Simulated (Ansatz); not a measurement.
## A computed series for LiTaS2: pressure series

Start from LiTaS$_{2}$ (space group P6_3/mmc, No. 194; a cell from a computed database, its experimental status unchecked).

```
LiTaS2
1.0
    3.34840     0.00000     0.00000
   -1.67420     2.89980     0.00000
    0.00000     0.00000    12.91565
Li Ta S
2 2 4
Direct
  0.00000   0.00000   0.50000
  0.00000   0.00000   0.00000
  0.00000   0.00000   0.75000
  0.00000   0.00000   0.25000
  0.66667   0.33333   0.62828
  0.33333   0.66667   0.37172
  0.33333   0.66667   0.12828
  0.66667   0.33333   0.87172
```

Cell and atoms are relaxed at each pressure.

Method: Ansatz (an electronic-structure program) r2SCAN, scalar-relativistic without spin-orbit coupling, earlier PAW set.

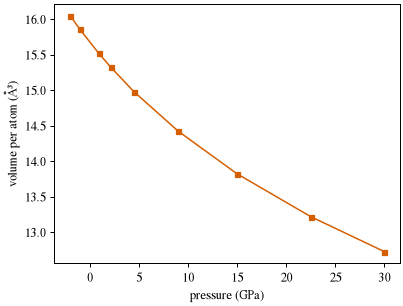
Figure. Volume against pressure

Problem. Estimate the zero-pressure bulk modulus from the plot.

Solution. About 90 GPa; a third-order Birch–Murnaghan fit to the points gives V₀ = 15.68 Å³/atom, B₀ = 90 GPa and B₀′ = 4.5.

Load acts through the strain it causes; cell and atoms are relaxed under it. No phonon test of stability was made. Competing high-pressure phases were not computed.
